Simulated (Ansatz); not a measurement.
System: LaC.

```cif
data_structure
_symmetry_space_group_name_H-M 'P 1'
_symmetry_Int_Tables_number 1
_cell_length_a 3.8418
_cell_length_b 3.8418
_cell_length_c 5.4332
_cell_angle_alpha 90.000
_cell_angle_beta 90.000
_cell_angle_gamma 90.000
_cell_volume 80.19
loop_
_atom_site_label
_atom_site_type_symbol
_atom_site_fract_x
_atom_site_fract_y
_atom_site_fract_z
_atom_site_occupancy
La1 La 0.50000 0.50000 0.02209 1
La2 La 0.00000 0.00000 0.52209 1
C1 C 0.50000 0.50000 0.50000 1
C2 C 0.00000 0.00000 0.00000 1
```

Space group I4mm; started from the rocksalt prototype, which need not be the ambient phase; changed on purpose from its base cell (atom 1 (La) moved 0.12 A along x); computed without spin polarisation.

Level of theory: Ansatz, DFT PBE, scalar-relativistic, plane waves, PAW.

Q: Predict the valence pseudo-density and electron localisation function between the atoms.

A: La–C (2.60 Å): ρ at the midpoint is about 0.37 e/Å³; the ELF peaks at about 0.80 in the valence shell of C, 0.7 Å from its nucleus, and drops to about 0.25 between the two atoms (no shared electron pair shows on this line).
La–C (2.84 Å): the density is about 0.24 e/Å³ at the midpoint; the ELF peaks at about 0.80 in the valence shell of C, 0.7 Å from its nucleus, and drops to about 0.20 between the two atoms (no shared electron pair shows on this line).

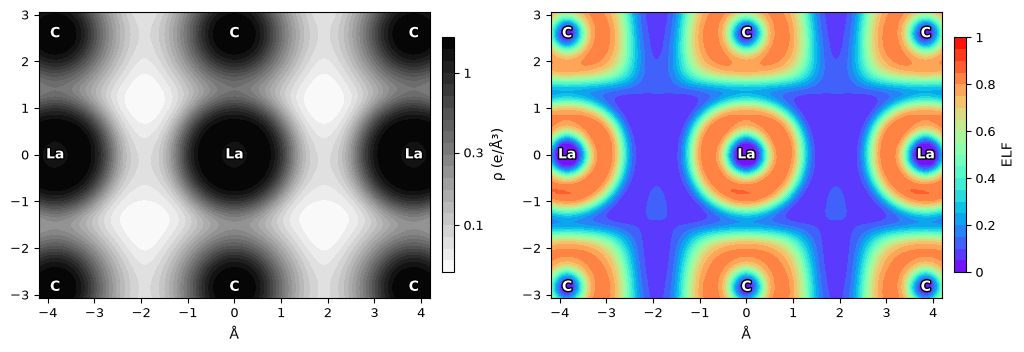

Computed valence pseudo-density and electron localisation function on the (010) plane of the conventional cell, in this order. 

In a PAW calculation such maps are meaningful between the atoms, not at the nuclei.
